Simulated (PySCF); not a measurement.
## Electronic structure of C7H4O2 (SMILES C#Cc1coccc1=O) in real space

```yaml
atoms:
  - { symbol: C, position_ang: [2.8356, 0.4137, 0.3330] }
  - { symbol: C, position_ang: [1.6362, 0.2296, 0.3248] }
  - { symbol: C, position_ang: [0.2840, 0.0057, 0.2824] }
  - { symbol: C, position_ang: [-0.5083, 1.0149, 0.5957] }
  - { symbol: O, position_ang: [-1.8245, 1.0784, 0.4597] }
  - { symbol: C, position_ang: [-2.5029, -0.0106, -0.0070] }
  - { symbol: C, position_ang: [-1.8033, -1.1440, -0.3333] }
  - { symbol: C, position_ang: [-0.3523, -1.2536, -0.3079] }
  - { symbol: O, position_ang: [0.1533, -2.2301, -0.8393] }
  - { symbol: H, position_ang: [3.7654, 0.8892, 0.2668] }
  - { symbol: H, position_ang: [-0.2326, 2.0572, 0.7769] }
  - { symbol: H, position_ang: [-3.5530, 0.2116, -0.1724] }
  - { symbol: H, position_ang: [-2.4297, -1.8650, -0.8114] }
```

Geometry: GFN2-xTB, MD frame at 250 fs, 400 K.

The calculation used PySCF 2.14.0, PBE0/pcSseg-1, SCF density, gas phase, non-relativistic.

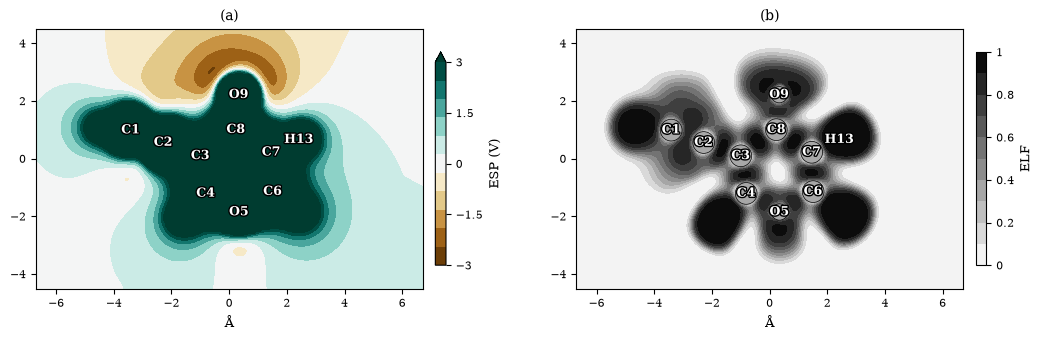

Figure 1. (a) molecular electrostatic potential; (b) ELF on the plane of atoms C3, C8 and C7. Grey discs cover the atomic cores in the ELF map.

Q: Read the bonding off the picture.

A: The section cuts through C, O and H sites.
C–C (1.21 Å): the ELF peaks at about 0.85 between the atoms (a short, multiple covalent bond).
C–O (1.22 Å): the ELF peaks at about 0.85 between the atoms (a short, multiple covalent bond).
C–H (1.07 Å): the ELF climbs to about 1 towards the hydrogen, as it does in any bond to H; a covalent bond by its length.
C–C (1.32 Å): the ELF peaks at about 0.95 between the atoms; a short, multiple covalent bond.
C–O (1.32 Å): the ELF peaks at about 0.90 between the atoms (a polar covalent bond).
The ELF also peaks beside O5 and O9, away from the bonds: lone-pair regions.
Outside the dense part of the molecule the potential is most negative (−2.5 V) near O9.

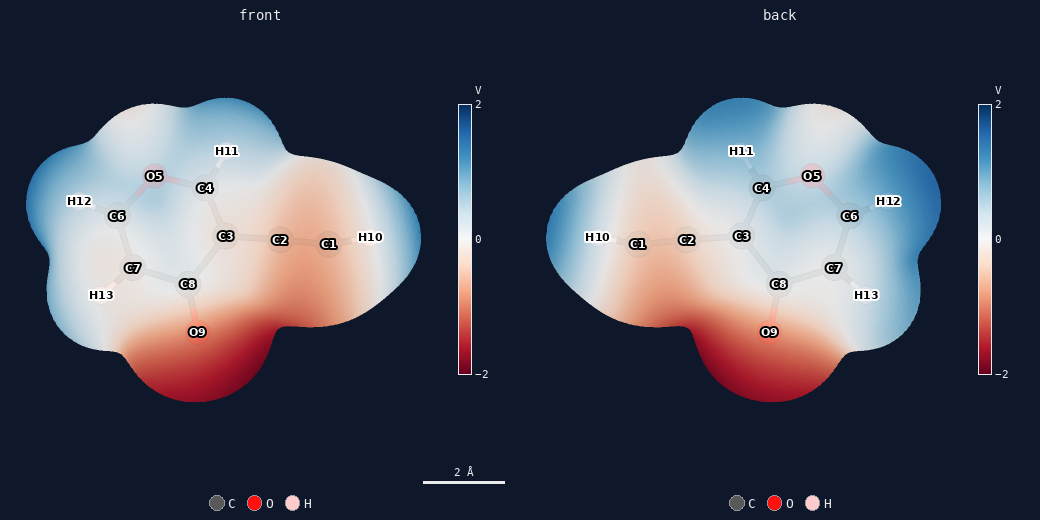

Figure 2. The molecular electrostatic potential painted on the density surface at 0.001 e/bohr³, seen from the front and from behind; the colour scale runs from red (negative) to blue (positive).

Q: Where is the surface potential most negative and most positive?

A: The most negative region (about −1.9 V) lies over O9, the most positive (about +1.5 V) over H12. O9 is the likeliest acceptor of a hydrogen bond.

Q: What dipole moment does the calculation give?

A: Its dipole moment is 4.30 D.

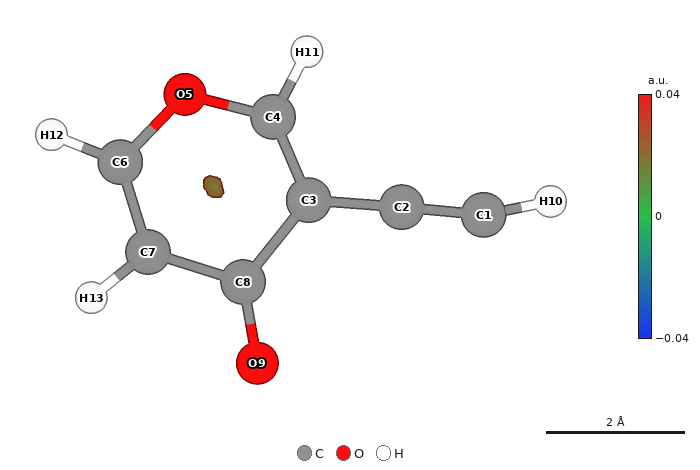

Figure 3. Non-covalent interaction (NCI) plot: the surface where the reduced density gradient is 0.5, for densities under 0.05 a.u., coloured by sign(λ₂)ρ; seen across its widest extent.

Q: Identify the weak interactions.

A: Inside the ring or cage of C3, C4, O5, C6, C7 and C8: steric crowding (red).
